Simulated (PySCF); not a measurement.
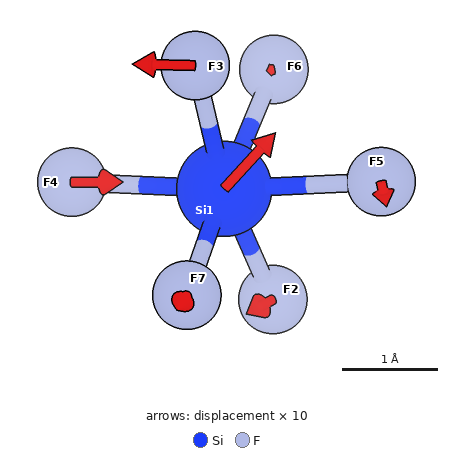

A relaxation of SiF6 (charge −2). The starting structure is drawn; red arrows show the displacements, magnified 10 times. The two geometries are superimposed by the best rigid fit.

The picture is a ball-and-stick view, seen at a tilt.

The start comes from GFN2-xTB. Its atoms were then displaced at random by about 0.03 Å.

These are results of PBE0-D3(BJ)/def2-SVP geometry optimisation, gas phase (PySCF 2.14.0, density-fitted response routines), not measurements. 

Question: Describe the change and its energy.

Answer: The atom that moves furthest after the best rigid fit is Si1 (0.082 Å). By element the largest moves are Si 0.082 Å, F 0.069 Å. Among the contacts that change: Si1–F7 1.627 → 1.722 Å, Si1–F6 1.791 → 1.722 Å, Si1–F5 1.768 → 1.721 Å, Si1–F2 1.681 → 1.722 Å. Bond angles that change, for instance: F2–Si1–F3 172.0° → 180.0°, F3–Si1–F5 84.5° → 90.0°, F4–Si1–F5 174.9° → 180.0°. The energy falls by 28.5 kJ/mol in 11 geometry steps. Cost: 40 s on 1 thread of Arm Neoverse V2 (shared host).

Limits of the set-up: the basis has no diffuse functions, which an anion needs.
